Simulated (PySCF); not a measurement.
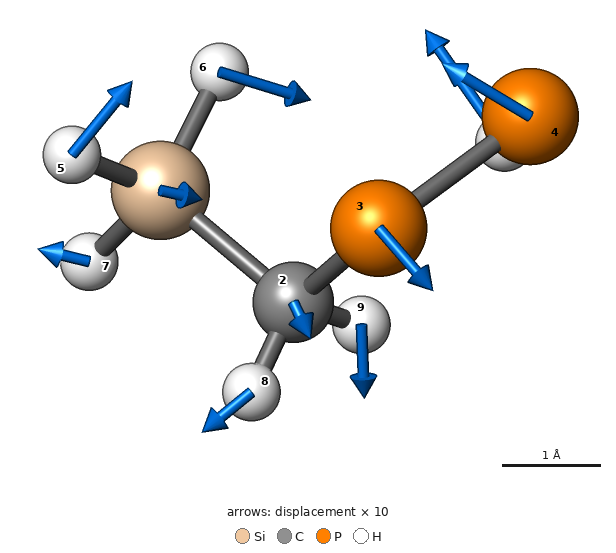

This is a relaxation of CH$_{6}$P$_{2}$Si. The starting structure is drawn; blue arrows show the displacements, magnified 10 times. The two geometries are superimposed by the best rigid fit.

A ball-and-stick model, seen at a tilt.

The start comes from GFN2-xTB. Its atoms were then displaced at random by about 0.01 Å.

The calculation used PBE0-D3(BJ)/def2-SVP geometry optimisation, gas phase (PySCF). 

Describe the change and its energy.

Answer. The atom that moves furthest after the best rigid fit is an H atom (0.14 Å). Largest moves by element: H 0.14 Å, P 0.11 Å, Si 0.05 Å, C 0.04 Å. Some distances before and after: H–Si 1.452 → 1.493 Å, P–P 2.072 → 2.032 Å, H–P 1.406 → 1.438 Å, C–H 1.073 → 1.104 Å. Bond angles that change, for instance: C–Si–H 107.3° → 109.7°, P–P–H 96.5° → 98.8°. The energy falls by 2.28 kcal/mol in 5 geometry steps.
